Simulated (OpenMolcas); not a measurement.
# doublet F2Si+ at 3 levels

Wanted: a comparison of 3 runs (UHF/STO-3G, UPBE/STO-3G, USVWN5/STO-3G) of doublet F2Si+. 

Program for the calculation: OpenMolcas 26.06.

### 1 The molecule

The species is F2Si+ (3 atoms), typed as a doublet with charge +1. SMILES of the parent species: `F[Si]F`. The coordinates come from a PBE0-D4/def2-TZVP relaxation. That shape belongs to the parent species and isn't relaxed for this state.

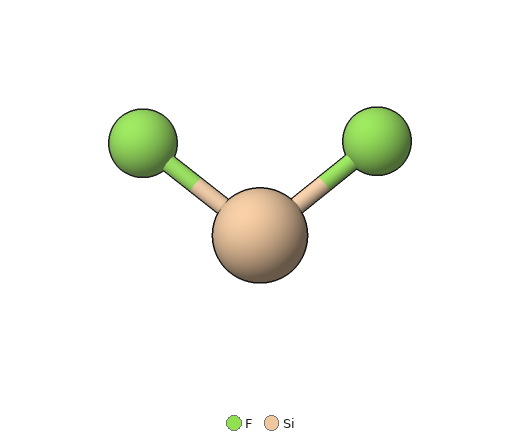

Viewed from a chosen angle; fluorine green, silicon light orange.

### 2 A single-point energy at UHF/STO-3G (run 1)

The input, test.input:

```
&GATEWAY
 BasLib=$CurrDir
 Coord
 3
 angstrom
 F        0.166300       1.246800       0.229400
 Si      -0.594900      -0.046400      -0.330100
 F        0.428600      -1.200400       0.100700
 Basis=STO-3G
 Group=NoSym

&SEWARD

&SCF
 UHF
 Charge=1
 Spin=2
 Thresholds=1e-10 1e-07 1e-07 1e-05
 PrOrbitals=1 1
```

The basis set STO-3G is read from a file made from the Basis Set Exchange's data (not shown).

Command:

```bash
$ export MOLCAS_MEM=1860
$ pymolcas test.input > test.log
```

Standard output:

```text
--- Start Module: gateway ---

                                              &GATEWAY

                       available to each process: 1.9 GB of memory, 1 thread

 Basis Set     1 Label: F.STO-3G
 Basis set is read from library:.
 basistype.tbl is not found

 Basis Set     2 Label: SI.STO-3G
 Basis set is read from library:.
 basistype.tbl is not found

 Basis Set     3 Label: F.STO-3G
 Basis set is read from library:.
 basistype.tbl is not found

++    Symmetry information:
      ---------------------

                    Character Table for C1

                             E
                    a        1  x, y, xy, Rz, z, xz, Ry, yz, Rx, I
--

++    Basis set information:
      ----------------------

      Basis set label: F.STO-3G.........

      Electronic valence basis set:
      ------------------
      Associated Effective Charge   9.000000 au
      Associated Actual Charge      9.000000 au
      Nuclear Model: Point charge

      Shell  nPrim  nBasis  Cartesian Spherical Contaminant
         s       6       2        X
[... 108 lines left out ...]
      Nuclear repulsion energy =  100.65841358
[... 41 lines left out ...]
++ Convergence information
                               UHF SCF        iterations: Energy and convergence statistics
[... 28 lines left out ...]
       Convergence after  19 Iterations
[... 3 lines left out ...]
 *                                             SCF/KS-DFT Program, Final results                                             *
 *                                                       Final Results                                                       *
[... 73 lines left out ...]
      Title: Natural orbitals
[... 7 lines left out ...]
          Orbital           11        12        13        14        15        16        17        18        19
          Energy           -0.7737   -0.7740   -0.8389   -0.8716   -0.8187   -0.4555    0.1571    0.2148   -0.1082
          Occ. No.          2.0000    2.0000    1.9999    1.9936    1.9909    1.0000    0.0091    0.0064    0.0001

--

++    Molecular properties:
      ---------------------

      Charge (e):
                      =    1.0000
      Dipole Moment (debye):
      Origin of the operator (angstrom)=   -0.0810   -0.0063   -0.0449
                   X= -3.1488E+00               Y= -2.4560E-01               Z= -1.7472E+00           Total=  3.6095E+00
      Center of Charge (angstrom)
                     X=   -0.73653404               Y=   -0.05744799               Z=   -0.40869047
      Quadrupole Moment (debye*angstrom):
      Origin of the operator (angstrom)=   -0.0810   -0.0063   -0.0449
                  XX= -1.4299E+01              XY=  3.7884E-01              XZ=  2.1401E-02              YY= -1.7794E+01
                  YZ= -1.8571E-01              ZZ= -1.4270E+01
      In traceless form (debye*angstrom)
                  XX=  1.7331E+00              XY=  5.6826E-01              XZ=  3.2102E-02              YY= -3.5095E+00
                  YZ= -2.7857E-01              ZZ=  1.7765E+00
--

--- Stop Module: scf /rc=_RC_ALL_IS_WELL_ ---

.##################.
.# Happy landing! #.
.##################.

    Timing: Wall=2.02 User=1.44 System=0.48
```

Run time: 2.2 s. Hardware: 1 thread of AMD EPYC 9R14 (Zen 4), shared host; peak memory 0.37 GiB.

### 3 The energy at UPBE/STO-3G (run 2)

The input, test.inp:

```
* F2Si Kohn-Sham DFT
>>> EXPORT MOLCAS_PRINT=2

&gateway
 baslib=$CurrDir
 coord
 3
 angstrom
 F        0.166300       1.246800       0.229400
 Si      -0.594900      -0.046400      -0.330100
 F        0.428600      -1.200400       0.100700
 basis=STO-3G
 group=NoSym

&seward
 gridinput
 Grid=UltraFine
 End of Grid

&scf
 uhf
 charge=1
 spin=2
 ksdft=PBE
 thresholds=1e-10 1e-07 1e-07 1e-05
 prorbitals=1 1
```

The basis set STO-3G is read from a file made from the Basis Set Exchange's data (not shown).

Command:

```bash
$ export MOLCAS_MEM=1860
$ pymolcas test.inp > test.log
```

Standard output (excerpt; [...] marks lines left out):

```text
--- Start Module: gateway ---
[...]
       Convergence after  16 Iterations
[...]
      Dipole Moment (debye):
      Origin of the operator (angstrom)=   -0.0810   -0.0063   -0.0449
                   X= -1.7928E+00               Y= -1.3983E-01               Z= -9.9480E-01           Total=  2.0551E+00
      Center of Charge (angstrom)
[...]
--- Stop Module: scf /rc=_RC_ALL_IS_WELL_ ---
[...]
```

Run time: 5.1 s. Hardware: 1 thread of AMD EPYC 9R14 (Zen 4), shared host; peak memory 0.37 GiB.

### 4 The energy at USVWN5/STO-3G (run 3)

The input, test.inp:

```
* F2Si Kohn-Sham DFT
>>> EXPORT MOLCAS_PRINT=2
&GATEWAY
BasLib = $CurrDir
Coord
3
angstrom
F        0.166300       1.246800       0.229400
Si      -0.594900      -0.046400      -0.330100
F        0.428600      -1.200400       0.100700
Basis = STO-3G
Group = NoSym
&SEWARD
GridInput
Grid=UltraFine
End of Grid
&SCF
UHF
Charge = 1
Spin = 2
KSDFT = SVWN5
Thresholds = 1e-10 1e-07 1e-07 1e-05
PrOrbitals = 1 1
```

The basis set STO-3G is read from a file made from the Basis Set Exchange's data (not shown).

Command:

```bash
$ export MOLCAS_MEM=1860
$ pymolcas test.inp > test.log
```

Standard output (excerpt; [...] marks lines left out):

```text
--- Start Module: gateway ---
[...]
       Convergence after  15 Iterations
[...]
      Dipole Moment (debye):
      Origin of the operator (angstrom)=   -0.0810   -0.0063   -0.0449
                   X= -1.7467E+00               Y= -1.3623E-01               Z= -9.6924E-01           Total=  2.0023E+00
      Center of Charge (angstrom)
[...]
--- Stop Module: scf /rc=_RC_ALL_IS_WELL_ ---
[...]
```

Run time: 4.2 s. Hardware: 1 thread of AMD EPYC 9R14 (Zen 4), shared host; peak memory 0.37 GiB.

### 5 All runs side by side

```csv
run,level,integration grid,energy (Eh),HOMO energy (eV),LUMO energy (eV),⟨S²⟩,wall time
1,UHF/STO-3G,–,-481.443758,-18.59,-6.19,0.781,2.2 s
2,UPBE/STO-3G,UltraFine,-482.331402,-12.83,-11.59,0.752,5.1 s
3,USVWN5/STO-3G,UltraFine,-480.199998,-12.79,-11.78,0.751,4.2 s
```

### 6 Outcome

| quantity | value |
| --- | --- |
| run 3: total energy | -480.20000 Eh |
| run 3: HOMO energy (highest over α and β) | -12.79 eV |
| run 3: LUMO energy (lowest over α and β) | -11.78 eV |
| run 3: ⟨S²⟩ | 0.751 |

Totals of different functionals can't be ranked against each other. All runs together took 12 s, the longest 5.1 s.
